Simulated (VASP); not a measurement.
Here is the system:

```yaml
crystal:
  lattice:
    - [0.00000, 2.18567, 2.18567]
    - [2.18567, 0.00000, 2.18567]
    - [8.69536, 8.69536, 0.04730]
  atoms:
    - { symbol: Ti, position: [0.98819, 0.98819, 0.00886] }
    - { symbol: Ti, position: [0.01181, 0.01181, 0.24114] }
    - { symbol: N, position: [0.50000, 0.50000, 0.12500] }
    - { symbol: N, position: [0.51636, 0.51636, 0.36273] }
    - { symbol: N, position: [0.50000, 0.50000, 0.62500] }
    - { symbol: N, position: [0.48364, 0.48364, 0.88727] }
    - { symbol: Hf, position: [0.01060, 0.01060, 0.49205] }
    - { symbol: Hf, position: [0.98940, 0.98940, 0.75795] }
```

Computed with PBEsol GGA, VASP's PBE PAW potentials (set 64) (plane waves; VASP). Run with 520 eV cut-off, 13×13×4 Γ-centred mesh, tetrahedra with Blöchl corrections, potentials Ti_sv N Hf_pv.

Unless said otherwise, spin-orbit coupling is left out, though it shifts the bands of the heavy elements here.

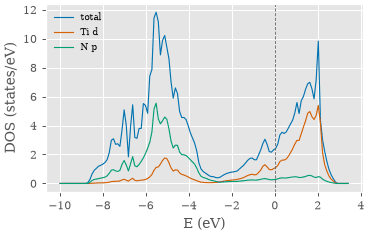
Figure. Total and projected density of states, zero at the Fermi level

Within 2 eV below the Fermi level the largest weight inside VASP's projection spheres is Ti d, then Hf d.

It has no gap at this level: it comes out as a metal or semimetal.

The structure was generated: Hf2Ti2N4 was put into an ordered model structure (R-3m), which need not be its known phase. It was relaxed first.
